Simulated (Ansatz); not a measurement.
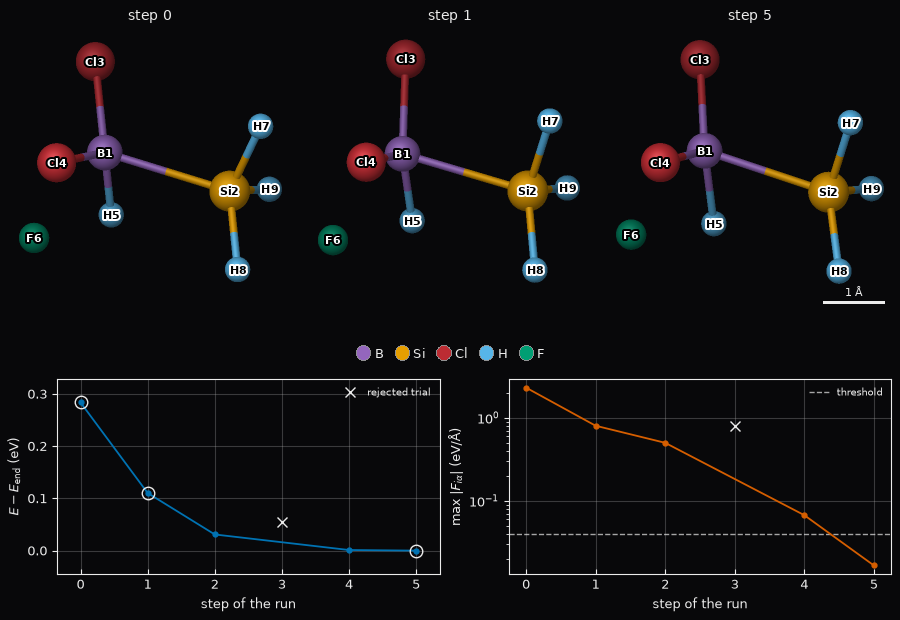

Frames of a constrained relaxation of BSiH4Cl2F, marked on the history of the run. A ball-and-stick model, seen at a tilt.

The reaction that was planned forms B1–F6, Si2–H5 and breaks B1–Si2, H5–F6 (atoms numbered from 1 in input order).

The calculation used Ansatz 0.2.0, RKS PBE0-D4/def2-SVP. Set-up: held fixed: the distance between atoms 1 (B) and 6 (F), the distance between atoms 2 (Si) and 5 (H), the distance between atoms 1 (B) and 2 (Si), the distance between atoms 5 (H) and 6 (F), counting from 1; force threshold 0.04 eV/Å; at most 150 steps.

Question: Describe the path.

Answer: The largest move after the best rigid fit is that of H7, 0.18 Å. By element the largest moves are H 0.18 Å, Cl 0.08 Å, F 0.08 Å, B 0.03 Å, Si 0.03 Å. Near-neighbour distances that change, for instance: B1–H5 1.241 → 1.448 Å, Si2–H7 1.463 → 1.490 Å, B1–Cl3 1.741 → 1.749 Å. Bond angles that change, for instance: B1–Si2–H7 98.5° → 90.3°, Cl3–B1–Cl4 118.8° → 122.4°, Si2–B1–H5 72.7° → 69.9°. Over 4 accepted moves (5 points after the start) the energy falls by 0.284 eV. The largest force component goes from 2.3 to 0.017 eV/Å. The line search rejected the trial step at point 3 of the run. From step 0 to 1: H7 moves most (0.20 Å), energy −0.173 eV. From step 1 to 5: F6 moves most (0.11 Å), energy −0.110 eV.

```csv
step,"E − E(0), eV","largest force component, eV/Å",note
0,0.0000,2.3089,
1,-0.1733,0.8036,
2,-0.2527,0.5006,
3,-0.2289,0.7970,rejected
4,-0.2824,0.0674,
5,-0.2836,0.0168,
```
